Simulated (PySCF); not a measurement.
C$_{4}$H$_{8}$, SMILES `C1CCC1`.

PySCF calculation, def2-SVP basis, gas phase; geometry: GFN2-xTB. No frequency check shows the geometry to be a minimum.

Coordinates in Å:

```
C1       0.7655    0.7655    0.0644
C2       0.7655   -0.7655   -0.0644
C3      -0.7655   -0.7655    0.0644
C4      -0.7655    0.7655   -0.0644
H5       1.1117    1.1116    1.0362
H6       1.3053    1.3051   -0.7111
H7       1.1117   -1.1116   -1.0362
H8       1.3053   -1.3051    0.7111
H9      -1.3053   -1.3051   -0.7111
H10     -1.1117   -1.1116    1.0362
H11     -1.3053    1.3051    0.7111
H12     -1.1117    1.1116   -1.0362
```

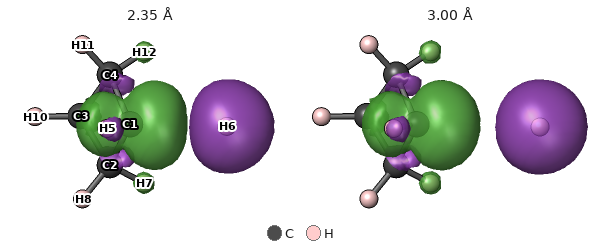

Rigid stretch of the C1–H6 bond. Broken-symmetry UHF spin density at ±0.03 e/Å³ (purple: α, green: β).

**How does the broken-symmetry solution share the spin, and how far is it from a pure singlet?**

At 3.00 Å excess α spin lies mostly on H6 and excess β on C1; the two could be swapped at no cost. ⟨S²⟩ is 0.87 at 2.35 Å and 0.99 at 3.00 Å, against 0 for a pure singlet and 1 for an equal mix of singlet and triplet.

**Where does the UHF solution part from RHF?**

Between 1.66 Å (⟨S²⟩ = 0, the two coincide) and 1.93 Å (⟨S²⟩ = 0.56); at 3.00 Å ⟨S²⟩ is 0.99 and UHF lies 3.2 eV below RHF.

**How much energy does the stretch cost?**

By CASSCF, 4.2 eV from the lowest point of the scan (1.07 Å) to 3.00 Å; RHF gives 6.9 eV from its own lowest point. The fragments aren't relaxed and dynamic correlation is missing, so this isn't a bond dissociation energy.
